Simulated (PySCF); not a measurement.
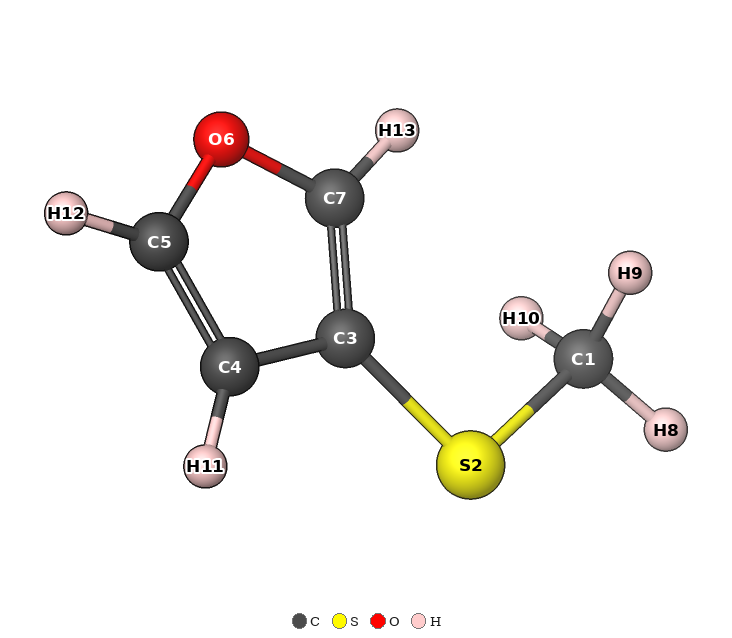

The geometry was computed by an optimisation with GFN2-xTB. No frequency run is at hand to confirm it as a minimum. Electric field gradients from the ground-state density, PBE0/pcSseg-1 (PySCF 2.14.0), non-relativistic apart from any core potentials.

Give the largest field-gradient component, the quadrupole coupling constant and the asymmetry for 33S at S2 (Q = −67.81 mb), 17O at O6 (Q = −25.6 mb), 2H at H8 (Q = 2.86 mb), 2H at H9 (Q = 2.86 mb).

```
atom  V_zz (a.u.)  e²qQ/h (MHz)     η
  S2       −2.963          47.2  0.68
  O6        1.454         −8.75  0.06
  H8        0.316         0.212  0.05
  H9        0.313         0.211  0.02
```
